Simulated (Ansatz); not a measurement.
System: C3H7FS.

| atom | x (Å) | y (Å) | z (Å) |
| --- | --- | --- | --- |
| C | -1.3408 | -0.0275 | -0.6040 |
| C | -0.2489 | -0.5496 | 0.3291 |
| C | 0.8001 | 0.5205 | 0.6528 |
| F | 1.6330 | 0.0576 | 1.6556 |
| S | 1.8109 | 0.9321 | -0.8082 |
| H | -2.0994 | -0.8218 | -0.7663 |
| H | -0.9133 | 0.2545 | -1.5890 |
| H | -1.8437 | 0.8554 | -0.1551 |
| H | -0.7269 | -0.8794 | 1.2769 |
| H | 0.2405 | -1.4354 | -0.1303 |
| H | 0.2996 | 1.4438 | 1.0148 |
| H | 2.3890 | -0.3502 | -0.8763 |

Not at a stationary point (largest force 1.7 eV/Å).

These are results of Ansatz 0.2.0, SCF hf, Gaussian basis, not measurements.

What will maps of the electron density and electron localisation function show?

Answer. C–C (1.53 Å): ρ is about 1.7 e/Å³ halfway; the ELF peaks at about 0.95 between the atoms; a shared electron pair.
C–H (1.11 Å): ρ at the midpoint is about 1.9 e/Å³; the ELF climbs to about 1 towards the hydrogen, as it does in any bond to H; an ordinary covalent bond to hydrogen.

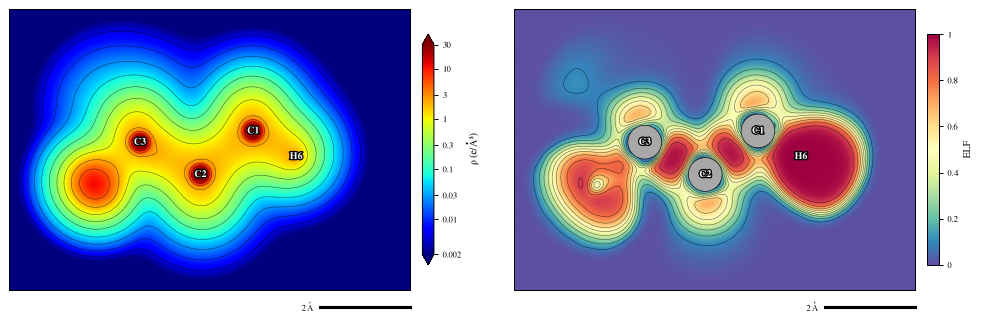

Computed electron density and electron localisation function on the plane of atoms C2, C1 and H6, in this order. Grey discs cover the atomic cores in the ELF map. 
